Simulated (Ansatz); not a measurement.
## Electronic structure of C₂H₅ClOSi in real space

```yaml
atoms:
  - { symbol: O, position_ang: [-1.7321, 1.6691, 0.3926] }
  - { symbol: C, position_ang: [-0.7788, 0.7485, 0.5097] }
  - { symbol: Cl, position_ang: [-0.3648, 0.4169, 2.1744] }
  - { symbol: C, position_ang: [-0.2098, 0.1519, -0.5247] }
  - { symbol: Si, position_ang: [1.1299, -1.1520, -0.5872] }
  - { symbol: H, position_ang: [-2.0206, 1.9858, 1.2348] }
  - { symbol: H, position_ang: [-0.6054, 0.4952, -1.4769] }
  - { symbol: H, position_ang: [1.6090, -1.5227, 0.7604] }
  - { symbol: H, position_ang: [2.2719, -0.6442, -1.3859] }
  - { symbol: H, position_ang: [0.6096, -2.3631, -1.2673] }
```

The calculation used Ansatz, RHF/def2-SVP.

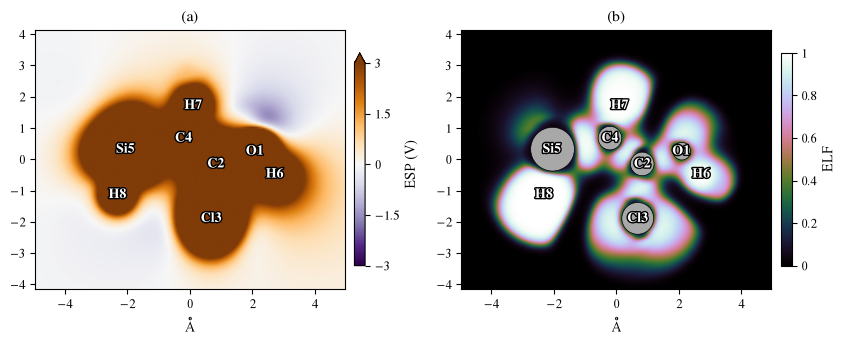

Figure 1. (a) electrostatic potential; (b) electron localisation function on the plane of atoms C2, C4 and H7. Grey discs cover the atomic cores in the ELF map.

### What do the fields say about this system?

- The section cuts through O, C, Cl, Si and H sites.
- C–C (1.32 Å): the ELF peaks at about 0.95 between the atoms; a multiple bond.
- C–O (1.33 Å): the ELF peaks at about 0.90 between the atoms, as expected for a polar covalent bond.
- C–Cl (1.75 Å): the ELF peaks at about 0.95 between the atoms (a covalent bond).
- C–Si (1.87 Å): the ELF peaks at about 1 between the atoms, as expected for a shared electron pair.
- O–H (0.94 Å): the ELF climbs to about 1 towards the hydrogen, as it does in any bond to H; a covalent bond by its length.
- The ELF also peaks beside Cl3 and O1, away from the bonds: lone-pair regions.
- Outside the dense part of the molecule the potential is most negative (−1.5 V) near O1.

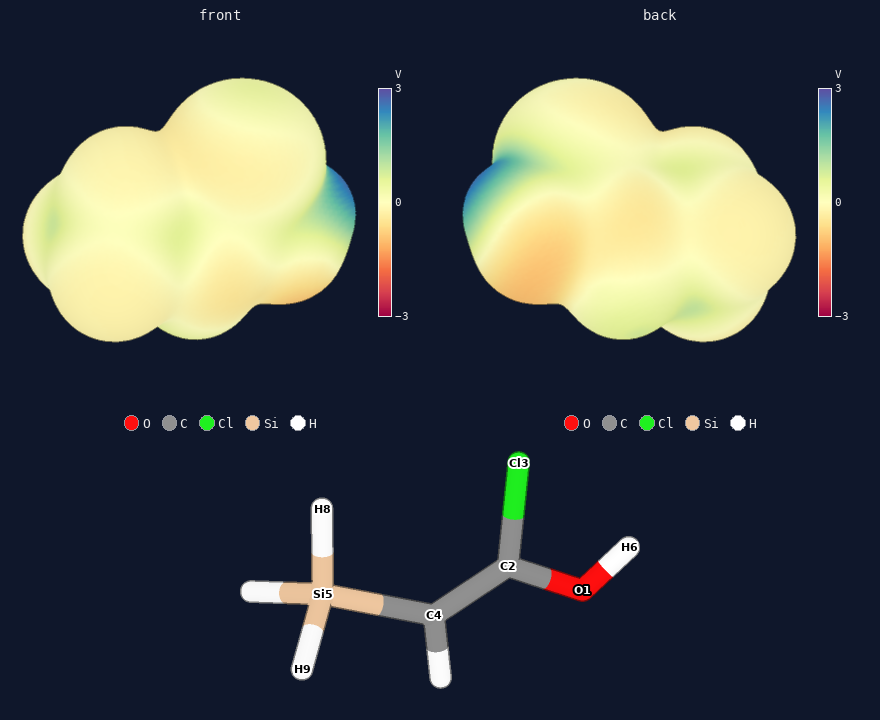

Figure 2. The molecular electrostatic potential painted on the density surface at 0.001 e/bohr³, seen from the front and from behind; red is negative and blue positive. The bare structure is drawn below in the same view.

### Where is the surface potential most negative and most positive?

The most negative region (about −0.9 V) lies over O1, the most positive (about +2.5 V) over H6. Cl3 shows a σ-hole: about +0.4 V at the tip opposite its bond, against about 0.0 V on its flanks.

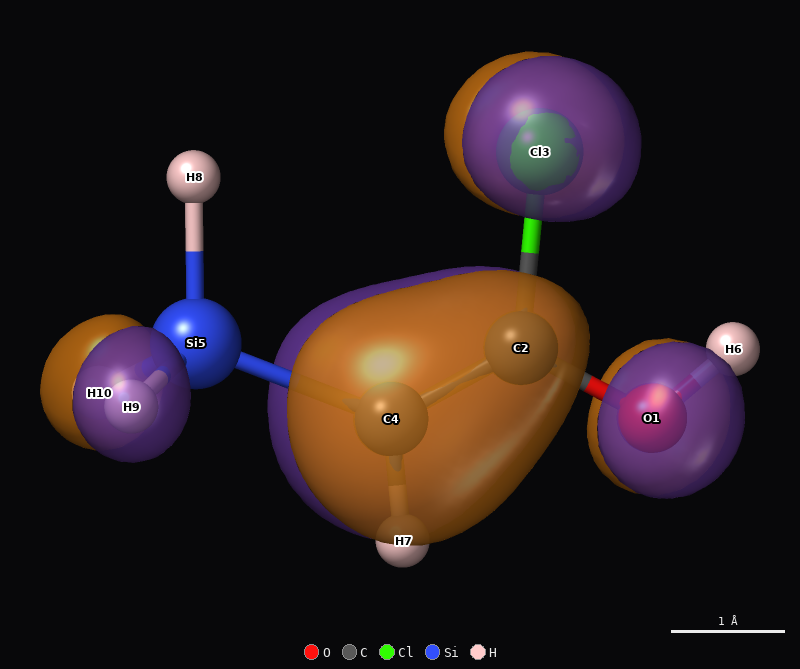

Figure 3. The HOMO at ±0.1 Å⁻³ᐟ² (orange and purple are the two phases), seen across its widest extent.

### Where does this orbital lie, and at what energy?

By Hirshfeld shares it lies mainly on C4 (about 40 %), C2 (about 25 %), Cl3 (about 10 %) and O1 (about 10 %). Its energy is −9.69 eV.

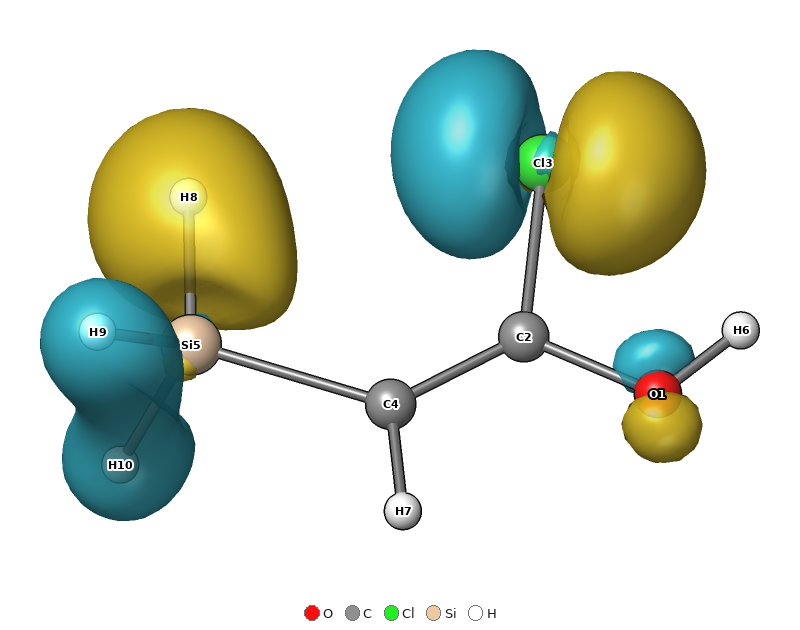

Figure 4. The HOMO−1 at ±0.15 Å⁻³ᐟ² (yellow and cyan are the two phases), seen at a tilt.

### What is the character of this orbital?

It lies mainly on Cl3 (about 45 %), Si5 (about 20 %) and H8 (about 20 %). Its energy is −12.72 eV.
